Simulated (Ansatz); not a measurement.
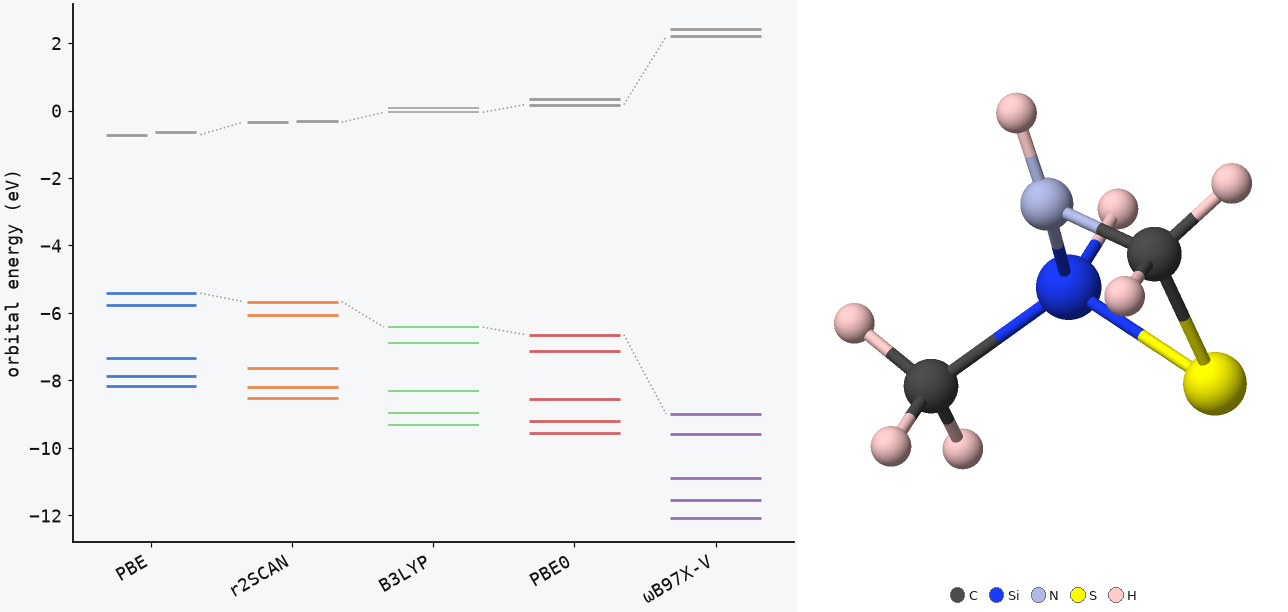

Frontier orbital energies of C₂H₇NSSi, SMILES C[Si@H]1NCS1 at one geometry, def2-TZVPP, the Ansatz code 0.2.0, at a PBE0-D4/def2-TZVP geometry (no frequency check). Empty levels are grey, levels within 0.1 eV stand side by side; all columns show the same few orbitals around the gap. Dotted lines join the HOMOs and the LUMOs.

Question: Compare the HOMO-LUMO separations.

Answer: The separation grows from 4.70 eV (PBE) to 11.19 eV (ωB97X-V).

| level | HOMO (eV) | LUMO (eV) | separation (eV) |
| --- | --- | --- | --- |
| PBE | −5.41 | −0.72 | 4.70 |
| r2SCAN | −5.66 | −0.35 | 5.31 |
| B3LYP | −6.42 | −0.05 | 6.37 |
| PBE0 | −6.64 | 0.17 | 6.81 |
| ωB97X-V | −8.99 | 2.19 | 11.19 |

Caveats, for all or some of the runs: empty levels above zero depend strongly on the basis.
